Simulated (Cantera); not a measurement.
A closed system holds: 1 mol B2H6, 2.7 mol H2O, 26 mol N2, at 45.0 Pa.

Method: chemical equilibrium by Gibbs-energy minimisation in Cantera with the NASA 1993 tables (ideal gas, pure condensed phases). Candidate condensed phases: B, BN, B2O3, B3O3H3, H2O; 39 gas species. The feed counts by its element totals alone. N2 is the only nitrogen source here; it is nearly inert below about 1500 K, so the nitride shown seldom forms there in practice. Mutual solubility and eutectic melting of coexisting phases are not modelled. Rates play no part.

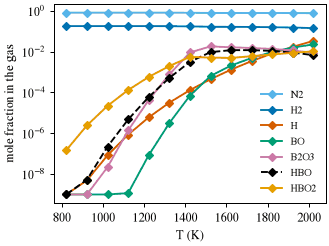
Fig. 1. Equilibrium gas composition (values under 1e-9 drawn at 1e-9)

Read off the mole fractions at 2023 K.

N2 about 0.77, H2 about 0.14, H about 0.034, BO about 0.023, HBO2 about 0.010, B2O3 about 0.0088, HBO about 0.0068.
